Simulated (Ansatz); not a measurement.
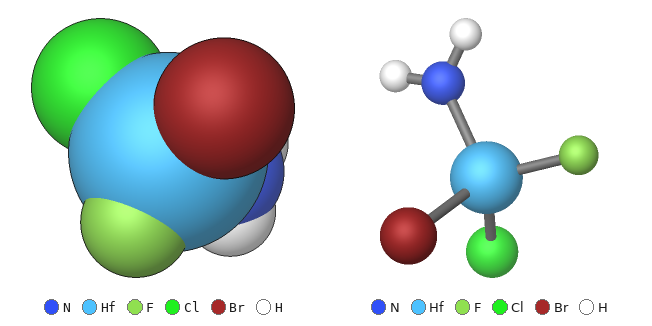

The same structure drawn twice, from different directions.

The species is neutral and a spin singlet. Computed geometry: PBE0-D4/def2-TZVP optimisation.

Description:

It has 7 atoms: 1 bromine, 1 chlorine, 1 fluorine, 2 hydrogen, 1 hafnium and 1 nitrogen (BrClFH₂HfN). As SMILES it reads `[NH2][Hf@]([F])([Cl])[Br]`. The point group is C1. Coordination: 1 N trigonal planar; 1 Hf tetrahedral.

More results for the same structure follow; atom numbers are the same in all pictures, views and colours differ.

Electronic properties

Properties computed with RKS HSE06-D4/def2-TZVPP, core potentials on Hf (Ansatz 0.2.0).

Predict the main results.

- HOMO energy (Kohn–Sham orbital): −7.81 eV
- LUMO energy (Kohn–Sham orbital): −1.74 eV
- HOMO–LUMO gap: 6.07 eV
- dispersion correction: −14.4 kJ/mol

Dipole moment

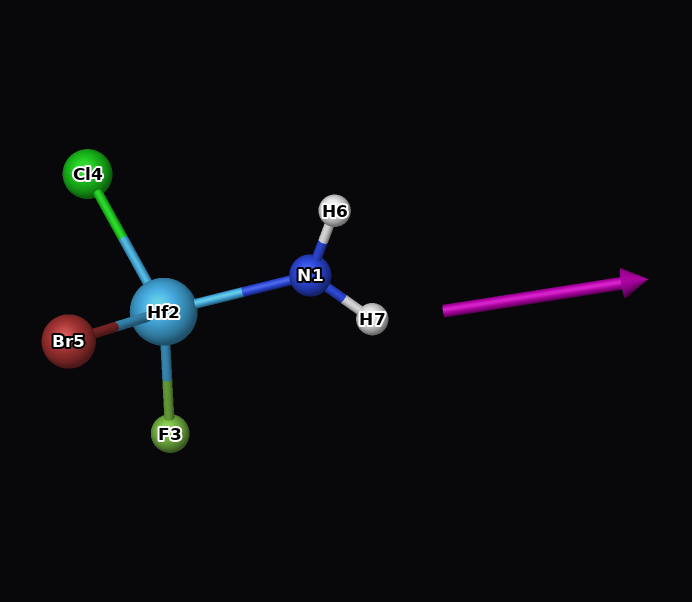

The arrow beside the molecule shows the direction of the dipole moment, from the negative to the positive end (its length means nothing). Method: RKS PBE0-D4/def2-TZVP, core potentials on Hf (Ansatz 0.2.0).

Question: Estimate the dipole moment.

Answer: 2.81 D; it points from the side of Br5 to the side of H7 (the outermost atoms at the two ends).

Thermal motion

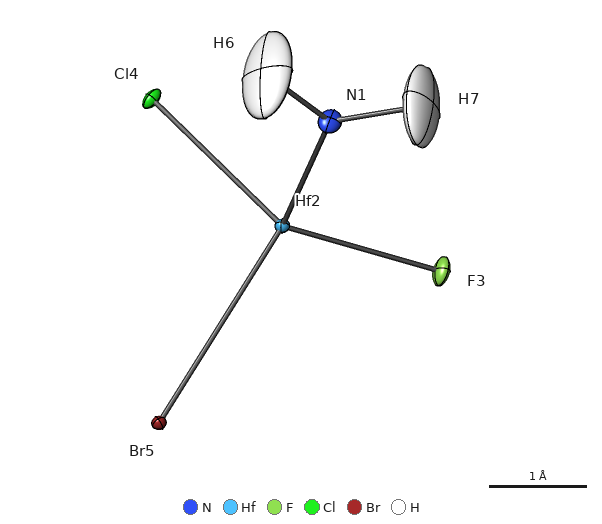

Displacement ellipsoids at the 50 % level, from the internal vibrations of the free molecule (harmonic, no overall translation or rotation; no half-axis is drawn under 0.075 Å). Vibrations computed with RKS PBE0-D4/def2-TZVP, core potentials on Hf (Ansatz 0.2.0). Temperature: 100 K.

Question: Which atom has the largest mean-square displacement?

Answer: H6, with U_eq = 0.0549 Å².

Question: Does H6 move more along its bond or across it?

Answer: Across it: the root-mean-square amplitude is 0.091 Å along the bond and up to 0.349 Å across, since bending and torsion are softer than stretching.

List U_eq and the three principal root-mean-square amplitudes for each kind of atom.

```
atom  U_eq (Å²)   rms amplitudes (Å)
  N1     0.0055  0.043, 0.077, 0.093
 Hf2    0.00033  0.014, 0.019, 0.021
  F3     0.0061  0.040, 0.076, 0.104
 Cl4     0.0032  0.036, 0.045, 0.079
 Br5    0.00088  0.022, 0.027, 0.037
  H6     0.0549  0.087, 0.189, 0.349
  H7     0.0476  0.093, 0.182, 0.318
```
